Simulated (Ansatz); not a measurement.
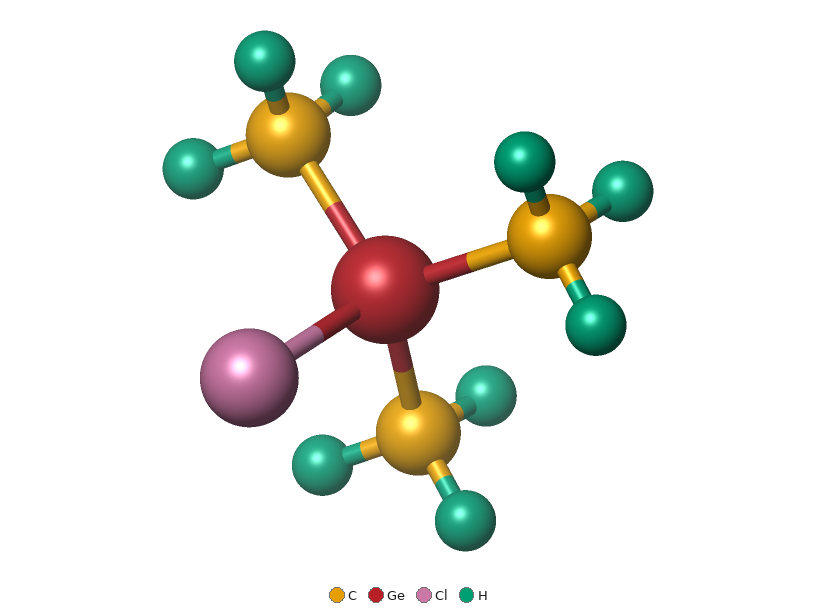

Computed geometry: PBE0-D4/def2-TZVP optimisation.

Draw it as a skeletal formula.

SMILES: [CH3][Ge]([CH3])([CH3])[Cl]

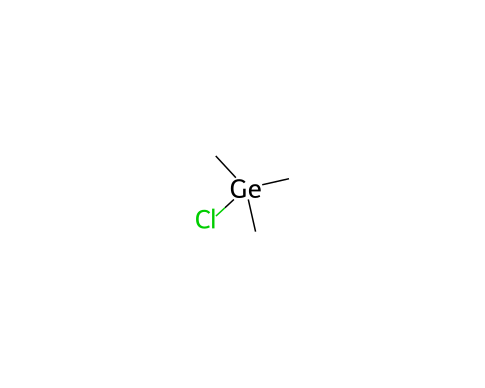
